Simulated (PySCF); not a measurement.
**Run report: C7H5NO2, excited-state calculation**

C7H5NO2, SMILES C=Nc1coc2ccoc12, computed with TDA PBE0/pcseg-1, vertical, gas phase, core orbitals frozen in the response (PySCF 2.14.0).

Some settings of this run were made unusual or wrong on purpose. The geometry comes from this level: GFN2-xTB.

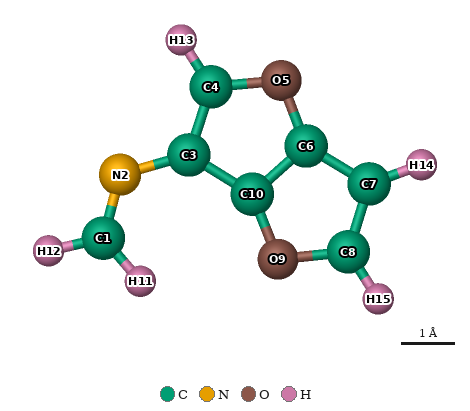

The structure as given in the input (ball-and-stick view, seen on its broad side; atoms are numbered from 1 in the order of the input).

## The input
```
{"job": {"kind": "uv", "xc": "PBE0", "basis": "pcseg-1", "nstates": 12, "ntriplets": 0, "tda": true, "grid": 0, "scf": {"max_cycle": 58}}, "charge": 0, "multiplicity": 1}
C      2.726825     0.653010    -0.413365
N      2.294264    -0.496458    -0.124239
C      0.950284    -0.714204     0.056714
C      0.402592    -1.938430     0.372046
O     -0.941572    -1.905775     0.498726
C     -1.297020    -0.627163     0.261347
C     -2.426405     0.219563     0.193341
C     -1.907177     1.442930    -0.118634
O     -0.557380     1.427879    -0.249319
C     -0.185460     0.156025    -0.015883
H      2.102049     1.540297    -0.538550
H      3.791528     0.770395    -0.546269
H      0.888969    -2.880699     0.525107
H     -3.455177    -0.026446     0.347892
H     -2.390734     2.387066    -0.270825
```

The first line tells a small driver script what to run in PySCF; the rest is the geometry in Å.

Machine: 1 CPU thread, shared host.

Launched with:
```bash
OMP_NUM_THREADS=1 python <driver script> task.json out
```

## The program's output
```
final grid: 13936 points
cycle   1  E = -474.1027747083  dE =  2.389e+00  |g| = 4.516e-01  |ddm| = 4.629e+00
cycle   2  E = -474.0843528533  dE =  1.842e-02  |g| = 5.709e-01  |ddm| = 1.041e+00
cycle   3  E = -474.1441590487  dE = -5.981e-02  |g| = 9.884e-02  |ddm| = 5.430e-01
cycle   4  E = -474.1457522096  dE = -1.593e-03  |g| = 4.149e-02  |ddm| = 1.043e-01
cycle   5  E = -474.1461404956  dE = -3.883e-04  |g| = 1.271e-02  |ddm| = 5.114e-02
cycle   6  E = -474.1461748139  dE = -3.432e-05  |g| = 5.289e-03  |ddm| = 1.835e-02
cycle   7  E = -474.1461811895  dE = -6.376e-06  |g| = 1.572e-03  |ddm| = 6.476e-03
cycle   8  E = -474.1461817675  dE = -5.780e-07  |g| = 3.256e-04  |ddm| = 1.750e-03
cycle   9  E = -474.1461817899  dE = -2.240e-08  |g| = 1.183e-04  |ddm| = 4.184e-04
cycle  10  E = -474.1461817930  dE = -3.187e-09  |g| = 3.047e-05  |ddm| = 1.535e-04
cycle  11  E = -474.1461817932  dE = -1.537e-10  |g| = 1.716e-05  |ddm| = 4.686e-05
converged SCF energy = -474.1461817932

Static polarisability (au): isotropic 82.867, principal 36.378 100.239 111.982

Singlet excitations
state   eV       nm        f      main configurations
  1   4.6033    269.3   0.06072   H->L 0.77, H-1->L 0.11, H->L+1 0.09
  2   4.6831    264.7   0.00152   H-2->L 0.97
  3   5.6998    217.5   0.40674   H->L+1 0.82
  4   5.9388    208.8   0.37143   H-1->L 0.74, H-3->L 0.13
  5   6.2513    198.3   0.00028   H-2->L+1 0.95
  6   6.5661    188.8   0.03362   H-1->L+1 0.59, H-3->L 0.16, H->L+2 0.11
  7   6.6392    186.7   0.18411   H-3->L 0.52, H-1->L+1 0.27
  8   6.6412    186.7   0.00136   H->L+3 0.89
  9   6.9457    178.5   0.09189   H->L+2 0.49, H-3->L+1 0.28, H-3->L 0.13
 10   7.2933    170.0   0.01229   H->L+4 0.90
 11   7.7403    160.2   0.00549   H->L+6 0.80, H->L+7 0.08
 12   7.8250    158.4   0.00109   H->L+5 0.77
```

## Outcome

```json
{"quantity": "outcome", "value": "converged"}
{"quantity": "total energy", "value": "−474.146182 hartree"}
{"quantity": "HOMO", "value": "−6.27 eV"}
{"quantity": "LUMO", "value": "−1.12 eV"}
{"quantity": "dipole moment", "value": "1.78 D"}
{"quantity": "mean polarisability", "value": "82.87 a.u."}
{"quantity": "lowest excitation", "value": "4.60 eV"}
{"quantity": "wall time", "value": "25 s"}
{"quantity": "peak memory", "value": "0.8 GiB"}
```

Some settings of this run were drawn to be unusual or wrong; see grid = 0. It converged; results that depend on the unusual settings are not reference values.
